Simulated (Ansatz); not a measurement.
# Work function of K(111): what the settings cost and change, part 2 of 2

Aim: the numerical settings behind the work function of K(111), with the cost of each.

Ansatz 0.2.0; plane-wave DFT, PBE, Ansatz PAW.

So far. Step 6 (Slab): The work function is 2.524 eV, +0.318 eV from the run “cutoff 420 eV”, at 0.14 times its CPU time. Step 7 (Run): The work function is 2.183 eV, -0.023 eV from the run “cutoff 420 eV”, at 0.19 times its CPU time.

## 8. Slab

input.yaml reads:

```yaml
crystal:
  lattice:
    - [7.3963369312, 0.0, 0.0]
    - [3.6981684656, 6.4054156774, 0.0]
    - [0.0, 0.0, 33.0977095393]
  atoms:
    - { symbol: K, position: [0.6666666667, 0.6666666667, 0.2719221398] }
    - { symbol: K, position: [0.0, 0.0, 0.3175377118] }
    - { symbol: K, position: [0.3333333333, 0.3333333333, 0.3631532839] }
    - { symbol: K, position: [0.6666666667, 0.6666666667, 0.4087688559] }
    - { symbol: K, position: [0.0, 0.0, 0.454384428] }
    - { symbol: K, position: [0.3333333333, 0.3333333333, 0.5] }
    - { symbol: K, position: [0.6666666667, 0.6666666667, 0.545615572] }
    - { symbol: K, position: [0.0, 0.0, 0.5912311441] }
    - { symbol: K, position: [0.3333333333, 0.3333333333, 0.6368467161] }
    - { symbol: K, position: [0.6666666667, 0.6666666667, 0.6824622882] }
    - { symbol: K, position: [0.0, 0.0, 0.7280778602] }
kpoints:
  mp_grid: { grid: [5, 5, 1] }
hamiltonian:
  xc: pbe
scf:
  occupations: { method: fermi_dirac, width: 0.1 }
  convergence: { dr2_threshold: 1.0e-09 }
efield:
  axis: 3
  dipole_correction: true
  ramp_position: 0.97
  ramp_width: 0.06
output:
  write_potential: true
  write_density: true
  volumetric_format: npy
```

Launch:

```console
> ansatz run input.yaml --threads 2 --pin off --max-ram 3072MiB --backend cpu --events-out ev --progress --plain --runs-dir out
```

Numbers of over 12 decimals in the logs are rounded to 6 here.

The log of the run:

```text
[...]
Crystal: 11 atoms, lattice volume = 1568.057 Å³
Basis set: ecut = 420 eV, 30747 PW (Γ)
Bands: 61, of which v1, the nominal top of the filled ones, is band 50 counted from 1 (49 counted from 0)
Symmetry: 6 space group operations
k-points: 5 of 25 (time reversal used)
[...]
k-point 1: bands = [... 46 lower, -1.1948, -0.5546, 0.1253, 0.2056, 0.4590, 0.7748, 0.8012, 0.8213, ... 7 higher]
  k-point 2: bands = [... 46 lower, -0.7884, -0.7276, -0.4889, -0.1324, -0.0145, 0.4572, 0.5075, 0.6273, ... 7 higher]
  k-point 4: bands = [... 46 lower, -0.8191, -0.7476, -0.3599, -0.3533, -0.2334, -0.0651, 0.2093, 0.3745, ... 7 higher]
[key lines of the parts left out:]
SCF converged after 10 iterations
Free energy (F): -16914.955793 eV
Fermi energy:    -0.127372 eV
Dipole field:    D = -0.000000 V/Å  (p = -0.000003 e·Å, saw-weighted, corrected)
Work function:   Φ+ = 2.2147 eV   Φ− = 2.2147 eV
```

It took 2.8 min on 2 threads of Arm Neoverse N1, shared host; peak memory 1.6 GiB; 2.8 min of CPU time.

The work function is 2.215 eV, +0.009 eV from the run “cutoff 420 eV”, at 0.67 times its CPU time.

## 9. Slab

Changes to input.yaml since step 8:

```diff
@@ -18,3 +18,3 @@
 kpoints:
-  mp_grid: { grid: [5, 5, 1] }
+  mp_grid: { grid: [10, 10, 1] }
 hamiltonian:
```

The log of the run:

```text
[...]
Crystal: 11 atoms, lattice volume = 1568.057 Å³
Basis set: ecut = 420 eV, 30747 PW (Γ)
Bands: 61, of which v1, the nominal top of the filled ones, is band 50 counted from 1 (49 counted from 0)
Symmetry: 6 space group operations
k-points: 14 of 100 (time reversal used)
[...]
k-point 1: bands = [... 46 lower, -1.3130, -0.6627, 0.0297, 0.6897, 0.7216, 0.9404, 0.9569, 1.0421, ... 7 higher]
  k-point 2: bands = [... 46 lower, -1.1964, -0.5549, 0.1250, 0.2007, 0.4635, 0.7727, 0.7998, 0.8160, ... 7 higher]
  k-point 13: bands = [... 46 lower, -0.7573, -0.7362, -0.4880, -0.4078, -0.3385, -0.0316, 0.0862, 0.2495, ... 7 higher]
[key lines of the parts left out:]
SCF converged after 10 iterations
Free energy (F): -16914.972068 eV
Fermi energy:    -0.117035 eV
Dipole field:    D = -0.000000 V/Å  (p = -0.000002 e·Å, saw-weighted, corrected)
Work function:   Φ+ = 2.2050 eV   Φ− = 2.2050 eV
```

Wall time 5.5 min (2 threads); peak memory 2.3 GiB; 7.5 min of CPU time.

The work function is 2.205 eV, -0.001 eV from the run “cutoff 420 eV”, at 1.8 times its CPU time.

## 10. Run

Changes to input.yaml since step 9:

```diff
@@ -18,3 +18,3 @@
 kpoints:
-  mp_grid: { grid: [10, 10, 1] }
+  mp_grid: { grid: [7, 7, 1] }
 hamiltonian:
@@ -22,3 +22,3 @@
 scf:
-  occupations: { method: fermi_dirac, width: 0.1 }
+  occupations: { method: gaussian, width: 0.05 }
   convergence: { dr2_threshold: 1.0e-09 }
```

The log of the run:

```text
[...]
Crystal: 11 atoms, lattice volume = 1568.057 Å³
Basis set: ecut = 420 eV, 30747 PW (Γ)
Bands: 61, of which v1, the nominal top of the filled ones, is band 50 counted from 1 (49 counted from 0)
Symmetry: 6 space group operations
k-points: 8 of 49 (time reversal used)
[...]
k-point 1: bands = [... 46 lower, -1.2653, -0.6178, 0.0711, 0.4968, 0.7288, 0.7536, 0.8896, 0.9356, ... 7 higher]
  k-point 2: bands = [... 46 lower, -1.0298, -0.4020, -0.2391, 0.0562, 0.2644, 0.4900, 0.6404, 0.7268, ... 7 higher]
  k-point 7: bands = [... 46 lower, -0.6941, -0.6738, -0.4418, -0.3877, -0.3365, 0.0319, 0.1489, 0.1821, ... 7 higher]
[key lines of the parts left out:]
SCF converged after 10 iterations
Free energy (F): -16914.836098 eV
Fermi energy:    -0.105451 eV
Dipole field:    D = 0.000000 V/Å  (p = 0.000003 e·Å, saw-weighted, corrected)
Work function:   Φ+ = 2.1829 eV   Φ− = 2.1829 eV
```

Run time: 3.4 min. Hardware: 2 threads; peak memory 1.8 GiB; 3.8 min of CPU time.

The work function is 2.183 eV, -0.023 eV from the run “cutoff 420 eV”, at 0.91 times its CPU time.

## 11. Slab

Changes to input.yaml since step 10:

```diff
@@ -22,3 +22,3 @@
 scf:
-  occupations: { method: gaussian, width: 0.05 }
+  occupations: { method: methfessel_paxton, width: 0.2 }
   convergence: { dr2_threshold: 1.0e-09 }
```

The log of the run:

```text
[...]
Crystal: 11 atoms, lattice volume = 1568.057 Å³
Basis set: ecut = 420 eV, 30747 PW (Γ)
Bands: 61, of which v1, the nominal top of the filled ones, is band 50 counted from 1 (49 counted from 0)
Symmetry: 6 space group operations
k-points: 8 of 49 (time reversal used)
[...]
k-point 1: bands = [... 46 lower, -1.2611, -0.6143, 0.0736, 0.5072, 0.7310, 0.7577, 0.9003, 0.9455, ... 7 higher]
  k-point 2: bands = [... 46 lower, -1.0257, -0.3986, -0.2289, 0.0603, 0.2672, 0.4948, 0.6504, 0.7376, ... 7 higher]
  k-point 7: bands = [... 46 lower, -0.6845, -0.6634, -0.4381, -0.3835, -0.3320, 0.0364, 0.1533, 0.1859, ... 7 higher]
[key lines of the parts left out:]
SCF converged after 10 iterations
Free energy (F): -16914.828558 eV
Fermi energy:    -0.094748 eV
Dipole field:    D = 0.000000 V/Å  (p = 0.000002 e·Å, saw-weighted, corrected)
Work function:   Φ+ = 2.1659 eV   Φ− = 2.1660 eV
```

The job ended after 3.4 min (2 threads; peak memory 1.8 GiB; 4.1 min of CPU time).

The work function is 2.166 eV, -0.040 eV from the run “cutoff 420 eV”, at 0.97 times its CPU time.

## 12. Slab

Changes to input.yaml since step 11:

```diff
@@ -22,3 +22,3 @@
 scf:
-  occupations: { method: methfessel_paxton, width: 0.2 }
+  occupations: { method: fermi_dirac, width: 0.3 }
   convergence: { dr2_threshold: 1.0e-09 }
```

The log of the run:

```text
band count auto-derived: 79 (N_el = 99.0; filled up to band 50; 61 by the electrons, moments and atoms)
[...]
Crystal: 11 atoms, lattice volume = 1568.057 Å³
Basis set: ecut = 420 eV, 30747 PW (Γ)
Bands: 79, of which v1, the nominal top of the filled ones, is band 50 counted from 1 (49 counted from 0)
Symmetry: 6 space group operations
[...]
k-point 1: bands = [... 46 lower, -1.3342, -0.6796, 0.0140, 0.4289, 0.6677, 0.6814, 0.8216, 0.8668, ... 25 higher]
  k-point 2: bands = [... 46 lower, -1.0988, -0.4641, -0.3071, -0.0224, 0.2064, 0.4194, 0.5735, 0.6589, ... 25 higher]
  k-point 7: bands = [... 46 lower, -0.7620, -0.7428, -0.5148, -0.4618, -0.4151, -0.0354, 0.0775, 0.1193, ... 25 higher]
[key lines of the parts left out:]
SCF converged after 10 iterations
Free energy (F): -16916.162723 eV
Fermi energy:    -0.242710 eV
Dipole field:    D = -0.000000 V/Å  (p = -0.000003 e·Å, saw-weighted, corrected)
Work function:   Φ+ = 2.4203 eV   Φ− = 2.4203 eV
```

It took 4.3 min on 2 threads; peak memory 2.1 GiB.

The work function is 2.420 eV, +0.214 eV from the run “cutoff 420 eV”, at 1.3 times its CPU time.

## 13. Run

Changes to input.yaml since step 12:

```diff
@@ -22,3 +22,3 @@
 scf:
-  occupations: { method: fermi_dirac, width: 0.3 }
+  occupations: { method: cold, width: 0.1 }
   convergence: { dr2_threshold: 1.0e-09 }
```

The log of the run:

```text
[...]
Crystal: 11 atoms, lattice volume = 1568.057 Å³
Basis set: ecut = 420 eV, 30747 PW (Γ)
Bands: 61, of which v1, the nominal top of the filled ones, is band 50 counted from 1 (49 counted from 0)
Symmetry: 6 space group operations
k-points: 8 of 49 (time reversal used)
[...]
k-point 1: bands = [... 46 lower, -1.2635, -0.6161, 0.0722, 0.5011, 0.7299, 0.7570, 0.8939, 0.9399, ... 7 higher]
  k-point 2: bands = [... 46 lower, -1.0281, -0.4003, -0.2349, 0.0597, 0.2657, 0.4923, 0.6444, 0.7312, ... 7 higher]
  k-point 7: bands = [... 46 lower, -0.6903, -0.6691, -0.4397, -0.3848, -0.3326, 0.0336, 0.1512, 0.1839, ... 7 higher]
[key lines of the parts left out:]
SCF converged after 10 iterations
Free energy (F): -16914.830841 eV
Fermi energy:    -0.101563 eV
Dipole field:    D = -0.000000 V/Å  (p = -0.000001 e·Å, saw-weighted, corrected)
Work function:   Φ+ = 2.1760 eV   Φ− = 2.1760 eV
```

Run time: 3.1 min. Hardware: 2 threads; peak memory 1.8 GiB.

The work function is 2.176 eV, -0.030 eV from the run “cutoff 420 eV”, at 0.91 times its CPU time.

## 14. The series together

Times are for 2 threads of Arm Neoverse N1, shared host. The series side by side:

```csv
no.,setting,"work function, upper face (eV)",time,memory (GiB)
1,cutoff 200 eV,2.221,69 s,0.76
2,cutoff 300 eV,2.206,2.1 min,1.2
3,cutoff 420 eV,2.206,3.5 min,1.8
4,cutoff 600 eV,2.206,6.8 min,2.5
5,mesh 1x1,2.524,55 s,0.83
6,mesh 2x2,2.183,58 s,1.4
7,mesh 5x5,2.215,2.8 min,1.6
8,mesh 10x10,2.205,5.5 min,2.3
9,Gaussian smearing 0.05 eV,2.183,3.4 min,1.8
10,methfessel_paxton smearing 0.2 eV,2.166,3.4 min,1.8
11,fermi_dirac smearing 0.3 eV,2.420,4.3 min,2.1
12,cold smearing 0.1 eV,2.176,3.1 min,1.8
```

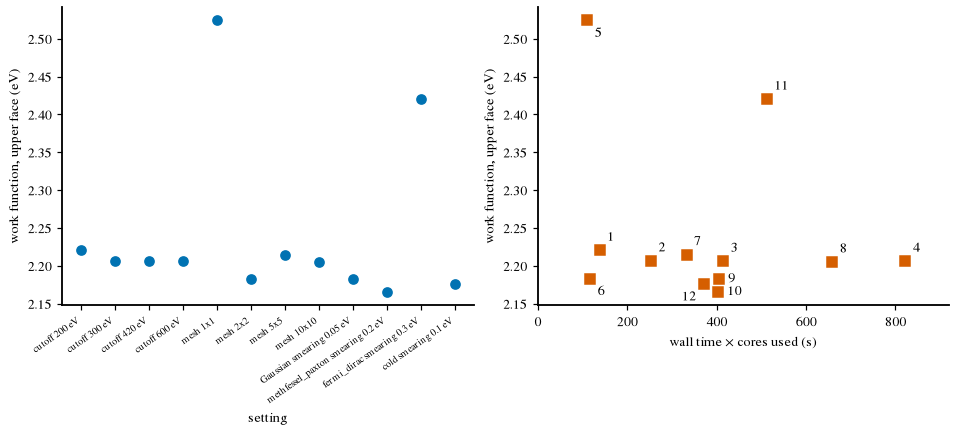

The series as plots; the last panel sets the first result against cost, with the runs numbered as in the table.

## 15. Varying the input

An input spoilt on purpose, to show how the run answers: it repeats the earlier run “cutoff 200 eV” with efield.axis from 3 to 1, and scf.max_iter set to 60; its output block differs too.

Changes to input.yaml since step 13:

```diff
@@ -22,6 +22,7 @@
 scf:
-  occupations: { method: cold, width: 0.1 }
+  occupations: { method: fermi_dirac, width: 0.1 }
   convergence: { dr2_threshold: 1.0e-09 }
+  max_iter: 60
 efield:
-  axis: 3
+  axis: 1
   dipole_correction: true
@@ -29,2 +30,4 @@
   ramp_width: 0.06
+basis:
+  ecutwfc: "200 eV"
 output:
```

The log of the run:

```text
Warning: basis.ecutwfc = 200 eV is below the records' recommended 420 eV, and the density's cutoff is lower with it unless basis.ecutrho_ratio is high enough to keep the records' density cutoff: compare with a run at a higher cutoff
Engine: ansatz 0.2.0, aarch64-unknown-linux-gnu
Pseudopotentials: kind: paw
Pseudopotential: K, paw, valence charge 9, recommended cutoff 420 eV (normal), K.paw.azcp
Functional definition: PBE
  parameter kappa = 0.804
  parameter beta = 0.066725
  exchange = pbe_x(kappa = kappa, mu = beta*pi^2/3)
  correlation = pbe_c(beta = beta)
Crystal: 11 atoms, lattice volume = 1568.057 Å³
Basis set: ecut = 200 eV, 10151 PW (Γ)
Bands: 61, of which v1, the nominal top of the filled ones, is band 50 counted from 1 (49 counted from 0)
Symmetry: 2 space group operations
k-points: 16 of 49 (time reversal used)
Non-local potential: K, projectors of the file, l = 0: 3, l = 1: 2, l = 2: 2
PAW form: soft (Blöchl's): semilocal exchange-correlation on the pseudo side does not see the compensation charge
PAW one-centre angular grid: K, 110 points (default); XC on 64 Gauss nodes
Initial density: superposition of atomic densities (neutral atoms: chi_scale 0, normalization atom), corrected by the library's trained network
Initial wavefunctions: pseudopotential atomic-orbital guess
Functional: x = pbe(κ = 0.804, μ = 0.219515), c = pbe(β = 0.066725)
Error: efield: ion 1 (K) at fractional coordinate 0.0000 along the field axis lies inside the sawtooth ramp with 2 of the planes that the density is read on at each end, [0.9144, 0.0856] — the ramp must sit in vacuum (an ion there feels the fictitious reversed slope); set or move the ramp (efield.ramp_position / ramp_width) or move the geometry
```

Run time: 0.99 s. Hardware: 2 threads; peak memory 0.47 GiB.

The program refused the input before any cycle.

The program's message: “Error: efield: ion 1 (K) at fractional coordinate 0.0000 along the field axis lies inside the sawtooth ramp with 2 of the planes that the density is read on at each end, [0.9144, 0.0856] — the ramp mu …”

The fault put into the input: the field along an axis without vacuum.

## 16. What came out

```json
{"work function, cutoff 420 eV": "2.206 eV", "work function, cutoff 600 eV": "2.206 eV", "work function, mesh 1x1": "2.524 eV", "work function, methfessel_paxton smearing 0.2 eV": "2.166 eV"}
```

**Reading.** The run at the highest cutoff gives 2.21 eV, and the settings tried spread the value from 2.17 to 2.52 eV. Against 600 eV, a cutoff of 200 eV is off by +0.014 eV. Against 600 eV, a cutoff of 420 eV is off by -0.000 eV. Against the finest mesh, 10 points along a, the coarser ones are off by +0.32 (1), -0.02 (2) and +0.01 (5) eV. The smearing schemes and widths spread it over 0.25 eV. The ladder's slabs use the tabulated experimental lattice constant (two decimals; a low-temperature value for the alkali metals).

[Logs are printed without paths, hosts, clocks, repeated set-up lines and the standing remarks that a program may print on its own settings, such as how far it seeks lower states.]

[Hosts, paths, dates, database ids (printed as entryN), source tags and the programs' standing remarks are cut or masked in the printed files.]

[Maps of the electrostatic potential energy from Ansatz leave out the sawtooth potential of an applied field or a dipole correction, so their vacuum need not be flat; planar profiles and work functions include it.]
